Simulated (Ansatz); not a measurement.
## Run report: HfO2, geometry relaxation

The run: geometry relaxation of HfO2. Method and program: RKS B3LYP-D4/def2-TZVP (Ansatz 0.2.0).

The geometry: GFN1-xTB start. Figures and captions count atoms from 1; the log counts them from 0 in places.

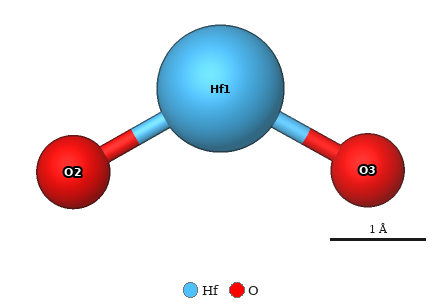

**Figure 1.** The structure as given in the input (ball-and-stick view, seen on its broad side; atoms are numbered from 1 in the order of the input). Sticks mark near contacts. Bond lengths as drawn: Hf–O 1.78 Å.

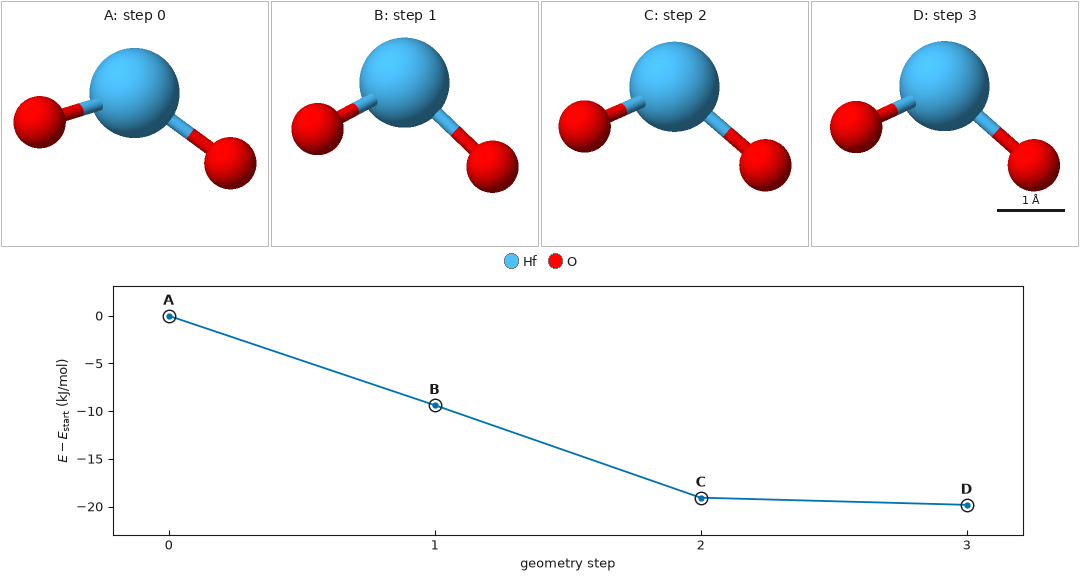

**Figure 2.** Frames of the relaxation (ball-and-stick view, seen at a tilt) above the curves, on which the letters mark them (the first geometry is step 0 here and step 1 in the log).

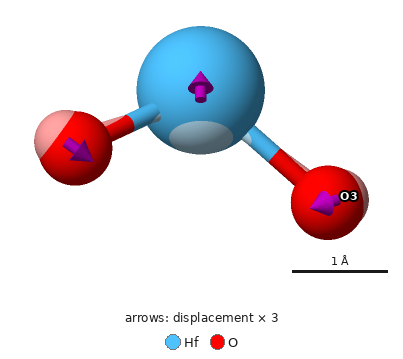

**Figure 3.** Start (faint) and end (solid) with the displacements as pink arrows, magnified 3 times (ball-and-stick view, seen at a tilt). The two geometries are laid on each other by the best rigid fit. The energy falls by 19.8 kJ/mol in 3 geometry steps. The largest force component goes from 1.9 to 0.019 eV/Å. The largest moves after the best rigid fit, 0.12 Å, are those of Hf1, O2 and O3. Largest moves by element: O 0.12 Å, Hf 0.12 Å. Among the contacts that change: Hf1–O2 1.781 → 1.789 Å. Among the angles that change: O2–Hf1–O3 121.3° → 107.8°. (Atoms are counted from 1 in the order of the input.)

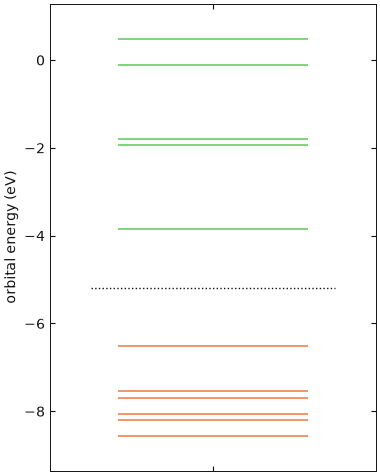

**Figure 4.** Orbital energies near the frontier; the dotted line parts filled from empty levels, and levels within 0.02 eV of each other stand side by side. Highest filled −6.52 eV, lowest empty −3.85 eV, 2.67 eV apart.

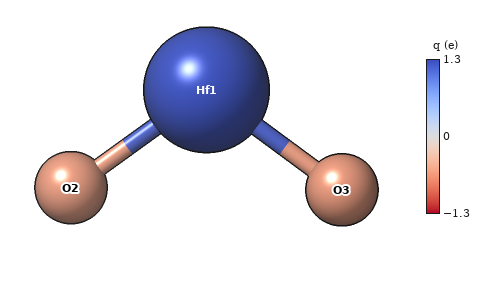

**Figure 5.** Mulliken charges, as the colour of each atom (ball-and-stick view, seen on its broad side; atoms are numbered from 1 in the order of the input; Mulliken charges depend strongly on the basis). By element: Hf +1.20 and O −0.60 e.

The input that produced these results follows, with the program's output.

**Input file**
```yaml
crystal:
  periodic: [false, false, false]
  atoms:
    - {symbol: Hf, position_ang: [0.129720, -0.373670, 0.426740]}
    - {symbol: O, position_ang: [1.370710, 0.033450, -0.784220]}
    - {symbol: O, position_ang: [-1.500430, 0.340220, 0.357490]}
basis:
  gaussian: {orbitals: def2-TZVP}
hamiltonian: {xc: {name: B3LYP}, dispersion: d4}
scf: {omitted_lower_state_checks: [starts]}
output: {orbitals: {seedname: orbitals}}
relax: {f_tol: 0.02, max_steps: 100}
```

Launched with:
```bash
ansatz run in.yaml --threads 4 --pin off --events-out ev --progress --plain --max-ram 3916MiB
```

**Output**
```
Functional definition: B3LYP
  name "B3LYP"
  cite "Stephens, Devlin, Chabalowski & Frisch, J. Phys. Chem. 98, 11623 (1994) doi:10.1021/j100096a001"
  cite "Becke, Phys. Rev. A 38, 3098 (1988) doi:10.1103/PhysRevA.38.3098"
  cite "Lee, Yang & Parr, Phys. Rev. B 37, 785 (1988) doi:10.1103/PhysRevB.37.785"
  cite "Vosko, Wilk & Nusair, Can. J. Phys. 58, 1200 (1980) doi:10.1139/p80-159"
  parameter a0 = 0.2
  parameter ax = 0.72
  parameter ac = 0.81
  exchange = (1 - a0 - ax)*slater_x + ax*b88_x + a0*exact_x
  correlation = (1 - ac)*vwn_rpa_c + ac*lyp_c
these checks for a lower state are left out or cut short: starts
675 factors; their error is unknown
mean field evaluation 1: about -5379.9227 eV, gradient 1.1e2 eV
mean field evaluation 2: about -5014.2000 eV, gradient 3.4e2 eV
mean field evaluation 4: about -5402.7216 eV, gradient 1.3e1 eV
mean field evaluation 8: about -5403.0833 eV, gradient 3.2e-1 eV
mean field evaluation 16: about -5403.0976 eV, gradient 2.3e-5 eV
mean field -5403.09755221 eV, -198.5601726926 hartree, gradient 2.3e-5 eV, S^2 0.000000; 0 other end points of the search recorded, 0 dependent functions left out
the calculation of the forces begins
reference -5403.09775689 eV, -198.5601802145 hartree; 14, 14 occupied and 88, 88 virtual orbitals, 675 factors
relax step   1: F+E_penalty+E_count = -5403.18714710 eV  Δ(F+E_penalty+E_count) = +0.000e0 eV  max|allowed force component| = 1.868e0 eV/Å  Δτ_max = 0.0000 Å  (30 SCF iters, accepted)
these checks for a lower state are left out or cut short: starts, cluster_reference, orbital_swaps, neighbouring_geometries, increment
675 factors; their error is unknown
mean field -5403.19297845 eV, -198.5636795421 hartree, gradient 1.6e-5 eV, S^2 0.000000; 0 other end points of the search recorded, 0 dependent functions left out
the calculation of the forces begins
reference -5403.19317251 eV, -198.5636866738 hartree; 14, 14 occupied and 88, 88 virtual orbitals, 675 factors
relax step   2: F+E_penalty+E_count = -5403.28425827 eV  Δ(F+E_penalty+E_count) = -9.711e-2 eV  max|allowed force component| = 2.105e0 eV/Å  Δτ_max = 0.1821 Å  (42 SCF iters, accepted)
these checks for a lower state are left out or cut short: starts, cluster_reference, orbital_swaps, neighbouring_geometries, increment
675 factors; their error is unknown
mean field evaluation 32: about -5403.2939 eV, gradient 1.3e-1 eV
mean field -5403.29388889 eV, -198.5673879324 hartree, gradient 7.0e-6 eV, S^2 0.000000; 0 other end points of the search recorded, 0 dependent functions left out
the calculation of the forces begins
reference -5403.29408692 eV, -198.5673952101 hartree; 14, 14 occupied and 88, 88 virtual orbitals, 675 factors
relax step   3: F+E_penalty+E_count = -5403.38480428 eV  Δ(F+E_penalty+E_count) = -1.005e-1 eV  max|allowed force component| = 4.129e-1 eV/Å  Δτ_max = 0.0718 Å  (41 SCF iters, accepted)
these checks for a lower state are left out or cut short: starts, cluster_reference, orbital_swaps, neighbouring_geometries, increment
675 factors; their error is unknown
mean field -5403.30100435 eV, -198.5676494209 hartree, gradient 2.3e-5 eV, S^2 0.000000; 0 other end points of the search recorded, 0 dependent functions left out
the calculation of the forces begins
reference -5403.30120201 eV, -198.5676566849 hartree; 14, 14 occupied and 88, 88 virtual orbitals, 675 factors
relax step   4: F+E_penalty+E_count = -5403.39258374 eV  Δ(F+E_penalty+E_count) = -7.779e-3 eV  max|allowed force component| = 1.920e-2 eV/Å  Δτ_max = 0.0255 Å  (32 SCF iters, accepted)
these checks for a lower state are left out or cut short: starts
675 factors; their error is unknown
mean field -5403.30100435 eV, -198.5676494209 hartree, gradient 3.3e-5 eV, S^2 0.000000; 0 other end points of the search recorded, 0 dependent functions left out
the calculation of the forces begins
reference -5403.30120201 eV, -198.5676566849 hartree; 14, 14 occupied and 88, 88 virtual orbitals, 675 factors
Total energy: -5403.39278140 eV, -198.5710221653 hartree
Atom 0 at     0.156636    -0.451090     0.515134 Å, force     0.005906    -0.016842     0.019202 eV/Å
Atom 1 at     1.258745     0.082677    -0.789234 Å, force     0.003190     0.007750    -0.012024 eV/Å
Atom 2 at    -1.415381     0.368414     0.274111 Å, force    -0.009097     0.009092    -0.007177 eV/Å
Dipole moment:     0.371391    -1.069556     1.221398 e Å
Checks for a lower state left out: starts
```

**Trajectory as extended XYZ (Å, eV, eV/Å), 4 frames, from step=1 to step=4**
```
3
Properties=species:S:1:pos:R:3:forces:R:3 step=1 energy=-5403.18715
Hf    0.1297   -0.3737    0.4267    0.5717  -1.6370   1.8676
O     1.3707    0.0335   -0.7842    0.1147   0.7750  -1.0922
O    -1.5004    0.3402    0.3575   -0.6864   0.8620  -0.7754
3
Properties=species:S:1:pos:R:3:forces:R:3 step=2 energy=-5403.28426
Hf    0.1703   -0.4906    0.5602   -0.6393   1.8431  -2.1051
O     1.2315    0.1046   -0.8037   -0.6445  -0.8187   1.4362
O    -1.4018    0.3860    0.2434    1.2838  -1.0244   0.6689
3
Properties=species:S:1:pos:R:3:forces:R:3 step=3 energy=-5403.38480
Hf    0.1543   -0.4445    0.5076   -0.0704   0.2049  -0.2344
O     1.2830    0.0769   -0.7946   -0.3425  -0.0623   0.2677
O    -1.4373    0.3676    0.2871    0.4129  -0.1426  -0.0332
3
Properties=species:S:1:pos:R:3:forces:R:3 step=4 energy=-5403.39258
Hf    0.1566   -0.4511    0.5151    0.0059  -0.0168   0.0192
O     1.2587    0.0827   -0.7892    0.0032   0.0077  -0.0120
O    -1.4154    0.3684    0.2741   -0.0091   0.0091  -0.0072
```

**Key numbers**

| quantity | value |
| --- | --- |
| outcome | converged |
| total energy | −5403.3928 eV |
| mean-field energy | −5403.3012 eV |
| dispersion energy | −0.0916 eV |
| SCF solution under orbital rotations | stable |
| HOMO | −6.52 eV |
| LUMO | −3.85 eV |
| largest force (length of the vector) at the end | 0.026 eV/Å |
| dipole moment | 8.00 D |
| hardware | 4 threads of Arm Neoverse V2, 23 GiB of memory available, shared host |
| wall time | 3.7 s (CPU time 13 s) |
| peak memory | 0.16 GiB |
